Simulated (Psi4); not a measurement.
# CH3BO (Borane carbonyl) at HSE06/def2-TZVP

What is the vertical singlet–triplet gap of CH3BO (Borane carbonyl) at HSE06/def2-TZVP? 

Program for the calculation: Psi4 1.11.

1 further run of the same task is left out (set aside as unsound or not needed). Runs told in other sessions of the task aren't counted.

## Step 1: Starting point

The species is CH3BO (6 atoms), meant as a singlet with charge 0. SMILES: `[BH3-]C#[O+]`. The shape is that of a PBE0-D4/def2-TZVP optimisation.

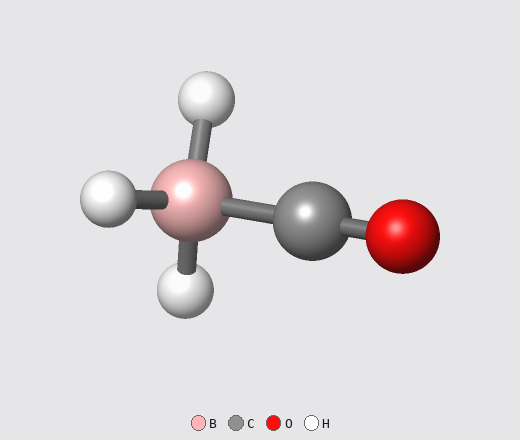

The structure, seen from a chosen angle (boron pink, carbon grey, oxygen red, hydrogen white).

## Step 2: The energy at HSE06/def2-TZVP

The input, calc.py:

```python
import psi4

psi4.set_memory(2200000000)
psi4.set_num_threads(1)
psi4.core.set_output_file('run.log', False)

molecule = psi4.geometry("""
0 1
B     -0.275160     0.419730    -0.199910
C      0.494180    -0.755680     0.359250
O      1.068320    -1.631140     0.776320
H     -1.437140     0.121710    -0.050320
H      0.069540     0.485120    -1.356800
H      0.080260     1.360240     0.471460
symmetry c1
no_reorient
no_com
""")

options = {'basis': 'def2-TZVP', 'reference': 'rks', 'puream': True, 'e_convergence': 1e-09, 'd_convergence': 1e-08, 'scf_type': 'pk', 'dft_radial_points': 99, 'dft_spherical_points': 590}
psi4.set_options(options)

e, wfn = psi4.energy("hse06", molecule=molecule, return_wfn=True)
psi4.oeprop(wfn, "DIPOLE", "MAYER_INDICES", "MULLIKEN_CHARGES", title="HSE06")
print('E =', round(e, 9))
```

Started as:

```console
$ python calc.py
```

run.log (excerpt; [...] marks lines left out):

```text
[...]
  Running in c1 symmetry.
[...]
  Nuclear repulsion =   56.830250486033535
[...]
  Multiplicity = 1
[...]
  Nalpha       = 11
  Nbeta        = 11
[...]
    Number of basis functions: 111
[...]
   @RKS iter   1:  -139.68075452427675   -4.49363e-01   5.18296e-03 ADIIS/DIIS
[...]
   @RKS iter  10:  -139.86715694727732   -4.34852e-12   3.77252e-09 DIIS
[...]
    Orbital Energies [Eh]
    ---------------------
    Doubly Occupied:
       1A    -19.324100     2A    -10.377387     3A     -6.726640
       4A     -1.210615     5A     -0.665083     6A     -0.571640
       7A     -0.514498     8A     -0.514493     9A     -0.398439
      10A     -0.337701    11A     -0.337697
[...]
  @RKS Final Energy:  -139.86715694727732
   => Energetics <=
    Nuclear Repulsion Energy =             56.8302504860335347
    One-Electron Energy =                -300.8153241538193470
    Two-Electron Energy =                 118.8408747361490327
    DFT Exchange-Correlation Energy =     -14.7229580156405468
    Empirical Dispersion Energy =           0.0000000000000000
    VV10 Nonlocal Energy =                  0.0000000000000000
    Total Energy =                       -139.8671569472773228
[...]
 Multipole Moments:
 ------------------------------------------------------------------------------------
     Multipole            Electronic (a.u.)      Nuclear  (a.u.)        Total (a.u.)
 ------------------------------------------------------------------------------------
 L = 1.  Multiply by 2.5417464519 to convert [e a0] to [Debye]
 Dipole X            :        -16.4481985           16.7212416            0.2730431
 Dipole Y            :         25.1268365          -25.5443351           -0.4174987
 Dipole Z            :        -11.9540548           12.1525453            0.1984905
 Magnitude           :                                                    0.5368949
[...]
  Mulliken Charges: (a.u.)
   Center  Symbol    Alpha    Beta     Spin     Total
       1     B     2.70976  2.70976  0.00000 -0.41951
       2     C     2.83607  2.83607  0.00000  0.32786
       3     O     4.01097  4.01097  0.00000 -0.02193
       4     H     0.48107  0.48107  0.00000  0.03785
       5     H     0.48107  0.48107  0.00000  0.03786
       6     H     0.48106  0.48106  0.00000  0.03787
   Total alpha = 11.00000, Total beta = 11.00000, Total charge = -0.00000
  Mayer Bond Indices:
[...]
```

Standard output:

```text
E = -139.867156947
```

It took 32 s on 1 thread of AMD EPYC 7R43 (Zen 3), shared host; peak memory 0.96 GiB.

## Step 3: The triplet: energy and gradient at UHSE06/def2-TZVP

The input, ch3bo.in:

```
memory 2200 mb

molecule geom {
  0 3
  B     -0.275160     0.419730    -0.199910
  C      0.494180    -0.755680     0.359250
  O      1.068320    -1.631140     0.776320
  H     -1.437140     0.121710    -0.050320
  H      0.069540     0.485120    -1.356800
  H      0.080260     1.360240     0.471460
  symmetry c1
  no_reorient
  no_com
}

set globals {
  reference            uks
  puream               true
  e_convergence        1e-09
  d_convergence        1e-08
  scf_type             pk
  dft_radial_points    99
  dft_spherical_points 590
  maxiter              100
}

energy_value, wavefunction = gradient('hse06/def2-TZVP', return_wfn=True)
```

Started as:

```console
$ psi4 -n 1 ch3bo.in ch3bo.out
```

ch3bo.out (excerpt; [...] marks lines left out):

```text
[...]
  Running in c1 symmetry.
[...]
  Nuclear repulsion =   56.830250486033535
[...]
  Multiplicity = 3
[...]
  Nalpha       = 12
  Nbeta        = 10
[...]
    Number of basis functions: 111
[...]
   @UKS iter   1:  -139.45247242985909   -2.21081e-01   5.09013e-03 ADIIS/DIIS
[...]
   @UKS iter  26:  -139.62691899462115    6.36646e-12   4.61482e-09 DIIS
[...]
   @S^2 Observed:                2.014273462E+00
[...]
  @UKS Final Energy:  -139.62691899462115
   => Energetics <=
    Nuclear Repulsion Energy =             56.8302504860335347
    One-Electron Energy =                -301.2865490844473015
    Two-Electron Energy =                 119.5833547330063453
    DFT Exchange-Correlation Energy =     -14.7539751292137478
    Empirical Dispersion Energy =           0.0000000000000000
    VV10 Nonlocal Energy =                  0.0000000000000000
    Total Energy =                       -139.6269189946211497
  UHF NO Occupations:
  HONO-2 :   10  A 1.9969389
  HONO-1 :   11  A 1.0000000
[...]
 Multipole Moments:
 ------------------------------------------------------------------------------------
     Multipole            Electronic (a.u.)      Nuclear  (a.u.)        Total (a.u.)
 ------------------------------------------------------------------------------------
 L = 1.  Multiply by 2.5417464519 to convert [e a0] to [Debye]
 Dipole X            :        -17.0472131           16.7212416           -0.3259715
 Dipole Y            :         26.2683220          -25.5443351            0.7239869
 Dipole Z            :        -12.3288848           12.1525453           -0.1763396
 Magnitude           :                                                    0.8133327
[...]
  -Total Gradient:
     Atom            X                  Y                   Z
    ------   -----------------  -----------------  -----------------
       1       -0.005399786106     0.071404950881     0.013280241404
       2        0.064558483004    -0.097185551102     0.047166845186
       3       -0.076096328105     0.115213096978    -0.055470779632
       4        0.025200545590    -0.020617771859    -0.020722122308
       5       -0.017084045272    -0.030877357459     0.016005240664
       6        0.008820223305    -0.037938265382    -0.000260466536
[...]
```

Run time: 1.9 min. Hardware: 1 thread of AMD EPYC 7R43 (Zen 3), shared host; peak memory 0.97 GiB.

## Step 4: Summary of results

At HSE06/def2-TZVP:

| quantity | value |
| --- | --- |
| singlet: total energy | -139.86716 Eh |
| singlet: dipole moment | 1.36 D |
| singlet: HOMO energy | -9.19 eV |
| singlet: LUMO energy | -1.75 eV |
| singlet: HOMO–LUMO gap | 7.44 eV |
| triplet: total energy | -139.62692 Eh |
| triplet: dipole moment | 2.07 D |
| triplet: HOMO energy (highest over α and β) | -2.65 eV |
| triplet: ⟨S²⟩ | 2.014 |
| triplet: largest force on an atom | 7.652 eV/Å |
| vertical energy of the triplet above the singlet | 6.537 eV |

**Reading.** At this shape the triplet lies 6.54 eV (631 kJ/mol) above the singlet. Mulliken charges (singlet) run from -0.42 on B1 to +0.33 on C2; they depend strongly on the basis.
